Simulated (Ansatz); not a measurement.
**SnH2F (SMILES [F][SnH2]) at 6 levels**

Aim: a comparison of 6 runs (UCAM-B3LYP/STO-3G, USVWN5/STO-3G, RPA@PBE/STO-3G, UBCCD(T)/STO-3G, UCCSD/STO-3G, UCCSD(T)/STO-3G) of SnH2F. 

The calculation is run with Ansatz 0.2.0.

59 further runs of the same task are left out: 7 that didn't finish, 52 set aside as unsound or not needed.

## Step 1: The molecule

The species is SnH2F (4 atoms), meant as a doublet with charge 0. SMILES: `[F][SnH2]`. The H4–Sn2 distance was set to 3.453 Å, away from the relaxed value. At this shape a bond of the SMILES string is far longer than usual.

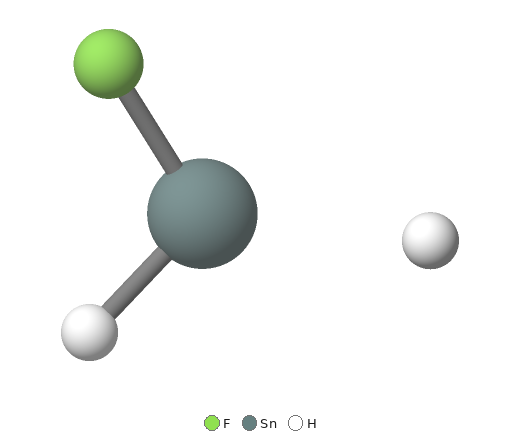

The structure, seen from a chosen angle (fluorine green, tin teal, hydrogen white).

## Step 2: A single-point energy at UCAM-B3LYP/STO-3G (run 1)

in.yaml

```yaml
crystal:
  periodic: [false, false, false]
  atoms:
    - {symbol: F, position_ang: [-1.920005, -1.858423, 0.889103]}
    - {symbol: Sn, position_ang: [-0.339105, -1.910623, -0.219897]}
    - {symbol: H, position_ang: [0.816695, -2.722823, 0.772503]}
    - {symbol: H, position_ang: [0.395700, 1.426200, -0.716700]}
basis:
  gaussian:
    orbitals: STO-3G
accuracy: high
hamiltonian:
  xc: {name: CAM-B3LYP}
magnetization:
  spin_polarized: true
  initial_magnetization: 1
```

Started as:

```bash
$ ansatz run in.yaml --threads 1 --pin off --max-ram 2610MiB --events-out events.jsonl --progress --plain --runs-dir runs
```

Standard output:

```text
Warning: RAYON_NUM_THREADS=1 ignored (pool sized by the plan → 1); use --threads N
Functional definition: CAM-B3LYP
  name "CAM-B3LYP"
  parameter alpha = 0.19
  parameter beta = 0.46
  parameter omega = 0.33/bohr
  parameter ac = 0.81
  exchange = (1 - alpha - beta)*b88_x + beta*b88_x_sr(omega) + alpha*exact_x + beta*exact_x_lr(omega)
  correlation = (1 - ac)*vwn5_c + ac*lyp_c
606 factors; integrals over basis functions are off by at most 4.8e-9 eV
144 factors; integrals over basis functions are off by at most 5.3e-10 eV
mean field evaluation 1: about -165026.1337 eV, gradient 1.5e1 eV
mean field evaluation 2: about -165019.2622 eV, gradient 2.0e1 eV
mean field evaluation 4: about -165033.2051 eV, gradient 2.7e0 eV
mean field evaluation 8: about -165033.5635 eV, gradient 1.5e-1 eV
mean field evaluation 16: about -165033.5647 eV, gradient 1.8e-3 eV
mean field evaluation 32: about -165033.4389 eV, gradient 7.0e-1 eV
mean field -165033.56467163 eV, -6064.8716379145 hartree, gradient 3.7e-8 eV, S^2 0.771755; 2 other end points of the search recorded, 0 dependent functions left out
reference -165033.56468492 eV, -6064.8716384028 hartree; 31, 30 occupied and 3, 4 virtual orbitals, 606 factors
Total energy: -165033.56468492 eV, -6064.8716384028 hartree
```

Run time: 3.6 s. Hardware: 1 thread of Arm Neoverse V2, shared host; peak memory 0.17 GiB.

## Step 3: The energy at USVWN5/STO-3G (run 2)

molecule.yaml

```yaml
crystal:
  periodic: [false, false, false]
  atoms:
    - {symbol: F, position_ang: [-1.920005, -1.858423, 0.889103]}
    - {symbol: Sn, position_ang: [-0.339105, -1.910623, -0.219897]}
    - {symbol: H, position_ang: [0.816695, -2.722823, 0.772503]}
    - {symbol: H, position_ang: [0.395700, 1.426200, -0.716700]}
basis:
  gaussian:
    orbitals: STO-3G
magnetization:
  spin_polarized: true
  initial_magnetization: 1
hamiltonian:
  xc: {name: SVWN5}
accuracy: high
```

Started as:

```bash
$ ansatz run molecule.yaml --threads 1 --pin off --max-ram 2610MiB --events-out events.jsonl --progress --plain --runs-dir runs
```

Standard output:

```text
Warning: RAYON_NUM_THREADS=1 ignored (pool sized by the plan → 1); use --threads N
Functional definition: SVWN5
  name "SVWN5"
  exchange = slater_x
  correlation = vwn5_c
606 factors; integrals over basis functions are off by at most 4.8e-9 eV
mean field evaluation 1: about -164847.7778 eV, gradient 1.3e1 eV
mean field evaluation 2: about -164841.7954 eV, gradient 8.7e0 eV
mean field evaluation 4: about -164854.1084 eV, gradient 5.2e0 eV
mean field evaluation 8: about -164854.1087 eV, gradient 5.2e0 eV
mean field evaluation 16: about -164854.6771 eV, gradient 1.1e-5 eV
mean field -164854.67712714 eV, -6058.2976419089 hartree, gradient 5.1e-8 eV, S^2 0.759072; 2 other end points of the search recorded, 0 dependent functions left out
reference -164854.67712889 eV, -6058.2976419733 hartree; 31, 30 occupied and 3, 4 virtual orbitals, 606 factors
Total energy: -164854.67712889 eV, -6058.2976419733 hartree
```

Wall time 1.7 s (1 thread of Arm Neoverse V2, shared host); peak memory 0.11 GiB.

Run 3 isn't shown in full; the table further down has it.

## Step 4: The energy at UBCCD(T)/STO-3G (run 4)

molecule.yaml, as its differences from that of step 3:

```diff
@@ -13,4 +13,7 @@
   initial_magnetization: 1
-hamiltonian:
-  xc: {name: SVWN5}
+correlation:
+  method: bccd_t
+  frozen_orbitals: {F: 1, H: 0, Sn: 18}
 accuracy: high
+scf:
+  omitted_lower_state_checks: [cluster_reference, increment]
```

Started as:

```bash
$ ansatz run molecule.yaml --threads 1 --pin off --max-ram 2610MiB --events-out events.jsonl --progress --plain --runs-dir runs
```

Standard output:

```text
Warning: RAYON_NUM_THREADS=1 ignored (pool sized by the plan → 1); use --threads N
[... 14 lines left out ...]
19 core orbitals not correlated: weight in the atoms' cores, before any rotation towards them, 1.000 or more for the frozen orbitals, at most 0.000 for the correlated occupied ones
[... 43 lines left out ...]
Total energy: -164966.29282554 eV, -6062.3994431691 hartree
Checks for a lower state left out: cluster_reference, increment
```

Wall time 1.8 s (1 thread of Arm Neoverse V2, shared host); peak memory 0.1 GiB.

Run 5 isn't shown in full; the table further down has it.

## Step 5: A single-point energy at UCCSD(T)/STO-3G (run 6)

input.yaml

```yaml
crystal:
  periodic: [false, false, false]
  atoms:
    - {symbol: F, position_ang: [-1.920005, -1.858423, 0.889103]}
    - {symbol: Sn, position_ang: [-0.339105, -1.910623, -0.219897]}
    - {symbol: H, position_ang: [0.816695, -2.722823, 0.772503]}
    - {symbol: H, position_ang: [0.395700, 1.426200, -0.716700]}
basis:
  gaussian: {orbitals: STO-3G}
scf: {omitted_lower_state_checks: [cluster_reference, increment]}
magnetization: {spin_polarized: true, initial_magnetization: 1}
correlation: {method: ccsd_t, frozen_orbitals: {F: 1, H: 0, Sn: 18}}
accuracy: high
```

Started as:

```bash
$ ansatz run input.yaml --threads 1 --pin off --max-ram 2610MiB --events-out events.jsonl --progress --plain --runs-dir runs
```

Standard output:

```text
Warning: RAYON_NUM_THREADS=1 ignored (pool sized by the plan → 1); use --threads N
[... 14 lines left out ...]
19 core orbitals not correlated: weight in the atoms' cores, before any rotation towards them, 1.000 or more for the frozen orbitals, at most 0.000 for the correlated occupied ones
[... 45 lines left out ...]
Total energy: -164966.28816732 eV, -6062.3992719827 hartree
Checks for a lower state left out: cluster_reference, increment
```

Run time: 1.8 s. Hardware: 1 thread of Arm Neoverse V2, shared host; peak memory 0.1 GiB.

## Step 6: Overview of the runs

| run | level | frozen core orbitals | energy (Eh) | ⟨S²⟩ | wall time |
| --- | --- | --- | --- | --- | --- |
| 1 | UCAM-B3LYP/STO-3G | – | -6064.871638 | 0.772 | 3.6 s |
| 2 | USVWN5/STO-3G | – | -6058.297642 | 0.759 | 1.7 s |
| 3 | RPA@PBE/STO-3G | 19 | -6062.444570 | 0.758 | 3.6 s |
| 4 | UBCCD(T)/STO-3G | 19 | -6062.399443 | 1.031 | 1.8 s |
| 5 | UCCSD/STO-3G | 19 | -6062.393514 | 1.031 | 1.8 s |
| 6 | UCCSD(T)/STO-3G | 19 | -6062.399272 | 1.031 | 1.8 s |

## Step 7: Summary of results

| quantity | value |
| --- | --- |
| run 6: total energy | -6062.39927 Eh |
| run 6: correlation energy (19 core orbitals frozen) | -71.4 mEh |
| run 6: (T) correction | -5.76 mEh |
| run 6: ⟨S²⟩ of the reference determinant | 1.031 |
| run 6: T1 diagnostic | 0.049 |

What this shows: Totals of different functionals can't be ranked against each other. In runs 1, 2, 3, 4, 5, 6 the basis is minimal, so the values are rough. In runs 1, 2, 3, 4, 5, 6 relativity is left out where basis or elements ask for it. Spin contamination of the reference: run 4 ⟨S²⟩ = 1.03, run 5 ⟨S²⟩ = 1.03, run 6 ⟨S²⟩ = 1.03. All runs together took 14 s, the longest 3.6 s.
